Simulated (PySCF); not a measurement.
H5BrSeSi2, SMILES [SiH2]([SeH])[SiH2]Br at its CAM-B3LYP/def2-SVP optimised geometry (Å):

```
9

Se     1.9161    -2.1418    -0.0785
Si     1.1605     0.0246     0.0000
Si    -1.1787     0.0246     0.0000
Br    -1.9161     2.1418     0.0000
H      1.3304    -2.3946    -1.4029
H      1.6785     0.5650     1.2839
H      1.6856     0.8339    -1.1323
H     -1.7122    -0.6557     1.2076
H     -1.7089    -0.6487    -1.2149
```

Method: CAM-B3LYP/def2-TZVP run with PySCF 2.14.0. Cells within 0.4 Å of a nucleus heavier than hydrogen are left out (blank, or x).

Map of the HOMO−1 amplitude (bohr^(-3/2)) on the plane z = 0.0 Å; orbital energy -9.50 eV, overall sign arbitrary:

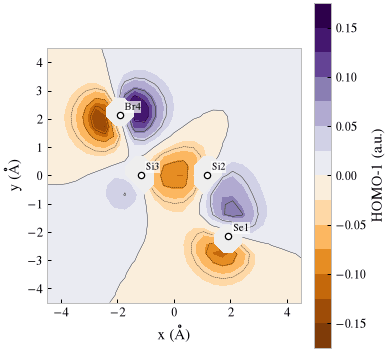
*HOMO−1 amplitude (bohr^(-3/2)) on the plane z = 0.0 Å.*
